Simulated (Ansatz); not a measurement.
A series of calculations on GeH3O2Cl3

### Relaxation

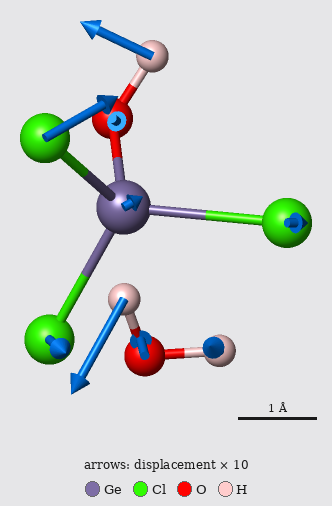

A relaxation of GeH₃O₂Cl₃. The starting structure is drawn; blue arrows show the displacements, magnified 10 times. The two geometries are superimposed by the best rigid fit.

Style: ball-and-stick. Shown from a free direction.

The run prepares an end point of a later path (reaction) calculation, from a guessed geometry.

Method: Ansatz, RKS PBE0/def2-SVP. Set-up: no spin polarisation; force threshold 0.03 eV/Å; at most 50 steps.

What did the optimiser do to the structure, and how much energy did it gain?

Answer. The energy falls by 3.73 kJ/mol in 4 accepted moves (5 points after the start). The largest force component goes from 0.82 to 0.015 eV/Å. The line search rejected the trial step at point 1 of the run. The largest move after the best rigid fit is that of an H atom, 0.15 Å. Largest moves by element: H 0.15 Å, Cl 0.12 Å, O 0.07 Å, Ge 0.03 Å. Some distances before and after: Cl–Ge 2.197 → 2.151 Å, H–O 0.984 → 0.964 Å.

Limits of the set-up: the start holds two separate molecules, 2.6 Å apart at their closest, whose relative position is a soft coordinate and is computed without a dispersion correction.

### Relaxation

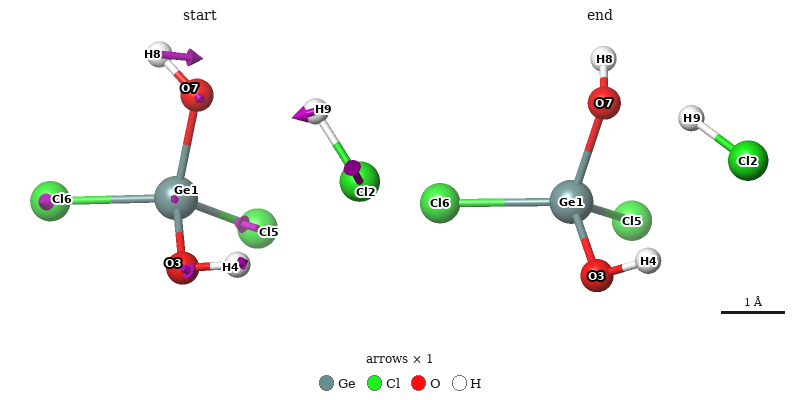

The structure of GeH₃O₂Cl₃ before (left) and after (right) a relaxation, at one scale. The purple arrows give the displacements, at their true length.

Style: ball-and-stick. Shown at a tilt.

The run prepares an end point of a later path (reaction) calculation, from a guessed geometry.

Computed with RKS PBE0/def2-SVP (Ansatz). (no spin polarisation; force threshold 0.03 eV/Å; at most 50 steps)

What changed between the two?

H8 moves most after the best rigid fit: 0.76 Å. Largest moves by element: H 0.76 Å, Cl 0.70 Å, O 0.32 Å, Ge 0.11 Å. Some distances before and after: Ge1–Cl2 3.429 → 3.763 Å, Cl2–H9 1.333 → 1.313 Å, Ge1–Cl6 2.134 → 2.122 Å, Ge1–O7 1.769 → 1.780 Å. Bond angles that change, for instance: O3–Ge1–O7 110.4° → 106.9°, Cl6–Ge1–O7 107.7° → 110.6°, Cl5–Ge1–O7 109.6° → 107.5°. Groups turn about Ge1–O7 by about 55°, Ge1–O3 by about 20°. The energy falls by 0.140 eV in 11 accepted moves (13 points after the start). Largest force component: 0.89 eV/Å at the start, 0.026 eV/Å at the end. The line search rejected the trial steps at points 2, 7 of the run.

Limits of the set-up: the start holds two separate molecules, 2.2 Å apart at their closest, whose relative position is a soft coordinate and is computed without a dispersion correction.

### Path

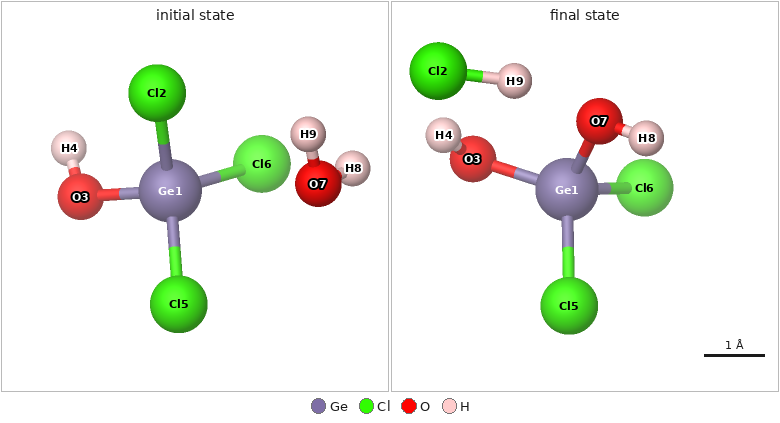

The two relaxed end points of a path for GeH$_{3}$O$_{2}$Cl$_{3}$, made up at the start of GeHOCl3 and H₂O. A ball-and-stick model, seen at a tilt.

The calculation used RKS PBE0/def2-SVP (Ansatz 0.2.0).

Run with 5 movable images; climbing image; force threshold 0.05 eV/Å; iteration limit 60.

Start:
```xyz
9

Ge    0.1936    0.0122   -0.1056
Cl    0.3764   -0.1196    2.0331
O     1.8258   -0.0177   -0.7486
H     2.3092   -0.8160   -0.5030
Cl   -0.5687    1.8437   -0.8321
Cl   -0.7898   -1.7459   -0.8616
O    -2.5251    0.1016    0.9365
H    -2.8224   -0.7426    0.5773
H    -2.3150   -0.0974    1.8566
```

End:
```xyz
9

Ge   -0.5049   -0.2375   -0.7341
Cl    0.3684    0.1740    2.9027
O     1.1145   -0.5413   -0.1940
H     1.2349   -0.2850    0.7379
Cl   -0.8299    1.7599   -1.4172
Cl   -0.9747   -1.5814   -2.3081
O    -1.5763   -0.5067    0.6618
H    -2.4806   -0.1939    0.5309
H    -0.6675   -0.1699    2.1728
```

### What barrier does the band find between them, and by what path?

The highest point, image 3, lies 0.62 eV above the start and 0.55 eV above the end; the end is at +0.06 eV relative to the start. Breaking: Ge1–Cl2 (2.15 → 2.76 at the top → 3.76 Å), O7–H9 (0.96 → 1.09 at the top → 1.80 Å). Forming: Cl2–H9 (2.70 → 1.70 at the top → 1.31 Å), Ge1–O7 (2.91 → 1.92 at the top → 1.78 Å). The band is converged. At the top, the vibrational analysis gives one imaginary mode (212i cm⁻¹), as a transition state must have.

Energies of the converged images:

```csv
image,path (Å),E (eV)
0,0.00,0.000
1,1.18,0.107
2,2.35,0.330
3,3.53,0.615
4,4.41,0.129
5,5.29,0.084
6,6.18,0.061
```

The geometry at the top of the path:

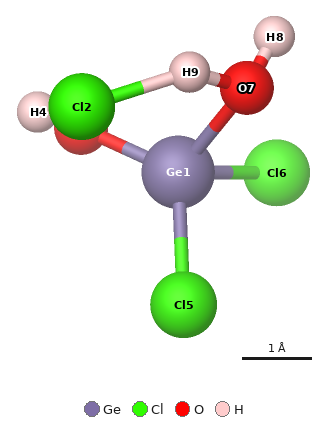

Limits of the set-up: the start holds two separate molecules, 2.7 Å apart at their closest, whose relative position is a soft coordinate and is computed without a dispersion correction.
